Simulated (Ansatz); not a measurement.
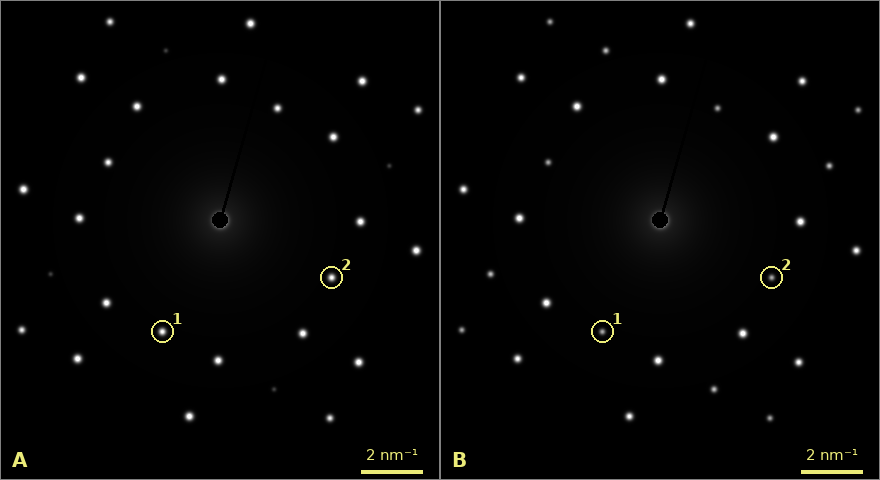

Kinematic electron diffraction patterns (300 kV, B = 0.5 Å², same scale) along [101] of the run's own cell, for the start and the end of one relaxation of Hf3F4 with DFT, PAW plane waves, r2scan (Ansatz). k mesh 5×5×5. The start is a generated model structure, and the relaxation ends in the nearest stationary point of its symmetry, not necessarily the ground state. Spot 1 is -2 0 2 and spot 2 is 0 -2 0 in both.

Start structure:

```
CELL_PARAMETERS angstrom
-3.42030 3.42030 3.42030
3.42030 -3.42030 3.42030
3.42030 3.42030 -3.42030
ATOMIC_POSITIONS crystal
Hf 0.25000 0.62500 0.37500
Hf 0.37500 0.25000 0.62500
Hf 0.75000 0.87500 0.12500
Hf 0.12500 0.75000 0.87500
Hf 0.62500 0.37500 0.25000
Hf 0.87500 0.12500 0.75000
F 0.12600 0.12600 0.12600
F 0.87400 0.50000 0.00000
F 0.50000 0.00000 0.37400
F 0.00000 0.87400 0.50000
F 0.37400 0.50000 0.00000
F 0.62600 0.62600 0.62600
F 0.00000 0.37400 0.50000
F 0.50000 0.00000 0.87400
```

**Which pattern belongs to the start structure, and which to the relaxed one?**

B is the start: its cell gives d(1) = 2.419 Å, d(2) = 2.419 Å and an angle of 90.0°. The spot positions hardly differ, so the intensities decide: those computed from the start structure match B, and A is the relaxed structure.

**Name reflections whose intensity changes strongly on relaxation.**

2 -2 -2 goes from 19 to 0.48 % of the strongest spot; 0 2 0 goes from 12 to 58 % of the strongest spot.

**Summarise the relaxation behind the change.**

The cell was held fixed; with the mean shift removed, the atoms moved by up to 0.78 Å relative to the cell (F most); the space group stayed I-43d (No. 220); the free energy fell by 330 meV an atom.
